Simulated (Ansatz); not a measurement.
# SiHCl3 (trichlorosilane) at CCSDT(Q)/STO-3G

Aim: the energy change on altering one bond length of SiHCl3 (trichlorosilane) at CCSDT(Q)/STO-3G, from 2 runs. 

The results are computed with Ansatz 0.2.0.

56 further runs of the same task are left out: 10 that didn't finish, 46 set aside as unsound or not needed.

## 1. Starting point

The species is SiHCl3 (5 atoms), meant as a singlet with charge 0. As SMILES, `Cl[SiH](Cl)Cl`. The coordinates come from a PBE0-D4/def2-TZVP relaxation.

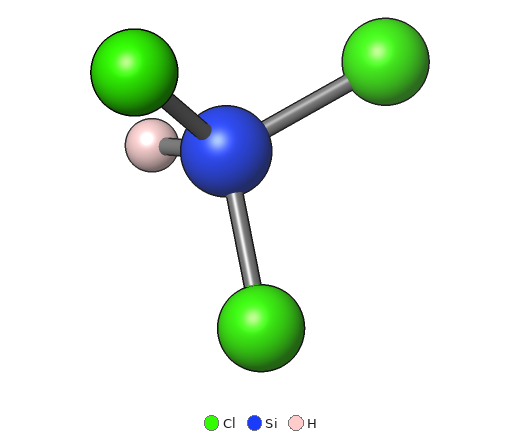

Viewed from a chosen angle; chlorine green, silicon blue, hydrogen pink.

## 2. A single-point energy at CCSDT(Q)/STO-3G

The input, molecule.yaml:

```yaml
crystal:
  periodic: [false, false, false]
  atoms:
    - {symbol: Cl, position_ang: [1.690930, -0.571430, 0.891880]}
    - {symbol: Si, position_ang: [-0.081300, -0.012690, 0.075440]}
    - {symbol: Cl, position_ang: [0.017700, 1.933700, -0.491290]}
    - {symbol: Cl, position_ang: [-0.476020, -1.170520, -1.544190]}
    - {symbol: H, position_ang: [-1.151310, -0.179060, 1.068150]}
basis:
  gaussian: {orbitals: STO-3G}
correlation: {method: ccsdt_q, frozen_orbitals: {Cl: 5, H: 0, Si: 5}}
accuracy: high
scf: {omitted_lower_state_checks: [cluster_reference, increment]}
```

Launch:

```sh
ansatz run molecule.yaml --threads 1 --pin off --max-ram 3480MiB --events-out events.jsonl --progress --plain --runs-dir runs
```

The program printed (excerpt; [...] marks lines left out):

```text
Warning: RAYON_NUM_THREADS=1 ignored (pool sized by the plan → 1); use --threads N
Functional definition: HF
  name "HF"
[...]
712 factors; integrals over basis functions are off by at most 2.0e-8 eV
[...]
mean field -44900.90914000 eV, -1650.0779759657 hartree, gradient 6.3e-8 eV, S^2 0.000000; 0 other end points of the search recorded, 0 dependent functions left out
20 core orbitals not correlated: weight in the atoms' cores, before any rotation towards them, 1.000 or more for the frozen orbitals, at most 0.000 for the correlated occupied ones
reference -44900.90914000 eV, -1650.0779759657 hartree; 13, 13 occupied and 4, 4 virtual orbitals, 712 factors
second order -1.29271207 eV of doubles, -0.00000000 eV of singles
cycle   1  -1.54568842 eV  change   -2.5e-1 eV  update   5.4e-2
[...]
cycle  19  -1.73292163 eV  change  -1.9e-10 eV  update   1.5e-9
perturbative correction 0.00019324 eV, 0.0000071014 hartree
Total energy: -44902.64186839 eV, -1650.1416525597 hartree
Checks for a lower state left out: cluster_reference, increment
```

Wall time 0.8 s (1 thread of Arm Neoverse V2, shared host); peak memory 0.098 GiB.

## 3. The distorted shape at the same level

The input, run.yaml:

```yaml
crystal:
  periodic: [false, false, false]
  atoms:
    - {symbol: Cl, position_ang: [1.789612, -0.281968, 1.296794]}
    - {symbol: Si, position_ang: [0.017382, 0.276772, 0.480354]}
    - {symbol: Cl, position_ang: [0.116382, 2.223162, -0.086376]}
    - {symbol: Cl, position_ang: [-0.476020, -1.170520, -1.544190]}
    - {symbol: H, position_ang: [-1.052628, 0.110402, 1.473064]}
basis:
  gaussian:
    orbitals: STO-3G
correlation:
  method: ccsdt_q
  frozen_orbitals: {Cl: 5, H: 0, Si: 5}
accuracy: high
scf:
  omitted_lower_state_checks: [cluster_reference, increment]
```

Launch:

```sh
ansatz run run.yaml --threads 1 --pin off --max-ram 3480MiB --events-out events.jsonl --progress --plain --runs-dir runs
```

The program printed (excerpt; [...] marks lines left out):

```text
Warning: RAYON_NUM_THREADS=1 ignored (pool sized by the plan → 1); use --threads N
[... 2 set-up lines as earlier in the session ...]
[...]
700 factors; integrals over basis functions are off by at most 1.7e-8 eV
[...]
mean field -44899.34861181 eV, -1650.0206276124 hartree, gradient 7.4e-9 eV, S^2 0.000000; 0 other end points of the search recorded, 0 dependent functions left out
20 core orbitals not correlated: weight in the atoms' cores, before any rotation towards them, 1.000 or more for the frozen orbitals, at most 0.000 for the correlated occupied ones
reference -44899.34861181 eV, -1650.0206276124 hartree; 13, 13 occupied and 4, 4 virtual orbitals, 700 factors
second order -1.54107766 eV of doubles, -0.00000000 eV of singles
cycle   1  -1.85508476 eV  change   -3.1e-1 eV  update   7.4e-2
[...]
cycle  24  -2.13737639 eV  change  -1.2e-10 eV  update   1.4e-9
perturbative correction 0.00049042 eV, 0.0000180225 hartree
Total energy: -44901.48549778 eV, -1650.0991567233 hartree
Checks for a lower state left out: cluster_reference, increment
```

Run time: 0.9 s. Hardware: 1 thread of Arm Neoverse V2, shared host; peak memory 0.098 GiB.

## 4. Summary of results

At CCSDT(Q)/STO-3G, 20 core orbitals frozen:

```
                                                           quantity           value
                                          first shape: total energy  -1650.14165 Eh
          first shape: correlation energy (20 core orbitals frozen)       -63.7 mEh
                                         first shape: T1 diagnostic           0.005
                                      distorted shape: total energy  -1650.09916 Eh
      distorted shape: correlation energy (20 core orbitals frozen)       -78.5 mEh
                                     distorted shape: T1 diagnostic           0.009
energy change with the Si2–Cl4 bond stretched from 2.030 to 2.537 Å        1.156 eV
```

With the Si2–Cl4 bond stretched from 2.030 to 2.537 Å the energy rises by 1.16 eV (27 kcal/mol). The first shape isn't relaxed at this level, so the change isn't measured from a minimum. The minimal basis adds a large error of its own.
